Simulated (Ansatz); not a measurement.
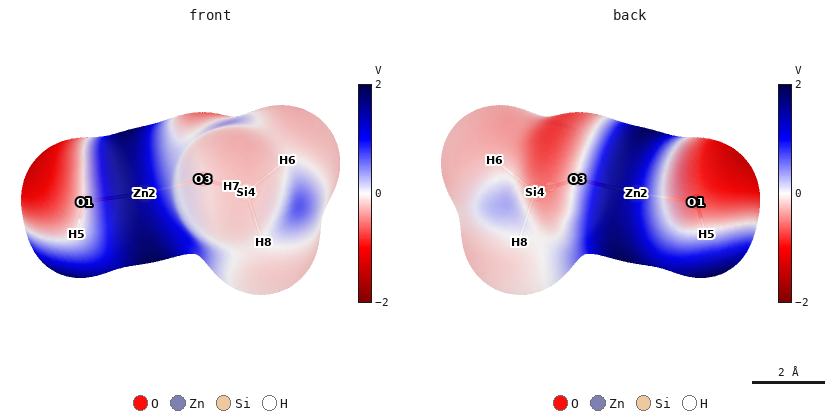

Figure 1: H4O2SiZn (SMILES [OH][Zn][O][SiH3]). The molecular electrostatic potential painted on the density surface at 0.001 e/bohr³, seen from the front and from behind; the colour scale runs from red (negative) to blue (positive).

Geometry: PBE0-D4/def2-TZVP.

The calculation used RKS PBE0-D4/def2-TZVPP in Ansatz.

```xyz
8

O     0.8886    2.3993   -2.0143
Zn    0.5362    1.2494   -0.7266
O     0.1640    0.2450    0.6630
Si   -0.5551   -1.1420    1.1031
H     1.3256    2.0282   -2.7829
H    -0.5369   -1.2544    2.5856
H    -1.9723   -1.1988    0.6401
H     0.1498   -2.3266    0.5319
```

**Where is the surface potential most negative and most positive?**

The most negative region (about −1.3 V) lies over O1, the most positive (about +1.9 V) over Zn2 and H5. O1 is the likeliest acceptor of a hydrogen bond.
